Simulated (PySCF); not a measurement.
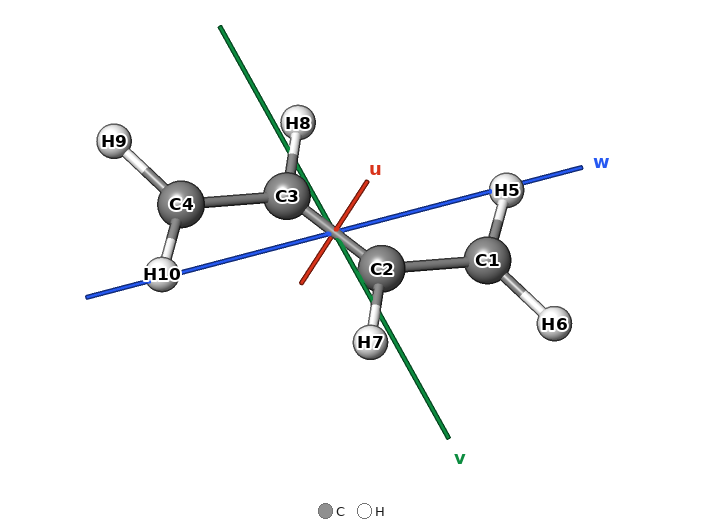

The lines u, v and w are the principal axes of the g tensor. State: charge −1, doublet. Computed geometry: PBE0-D3(BJ)/def2-SVP optimisation. No frequency run is at hand to confirm it as a minimum. Level of theory: UHF, pcH-1 on C H, non-relativistic, mean-field spin-orbit, GIAO (PySCF 2.14.0). The run warned: <S^2> over 10 % above the exact value.

**Along which axis does g lie farthest from the free-electron value?**

Along v (in the molecular plane, at 63° to the long direction C1···C4): the shift is 1032 ppm.

Give the principal values and shifts.

```json
{"axis": "u", "g": "2.00218", "shift (ppm)": "−140"}
{"axis": "v", "g": "2.00335", "shift (ppm)": "1032"}
{"axis": "w", "g": "2.00237", "shift (ppm)": "53"}
```
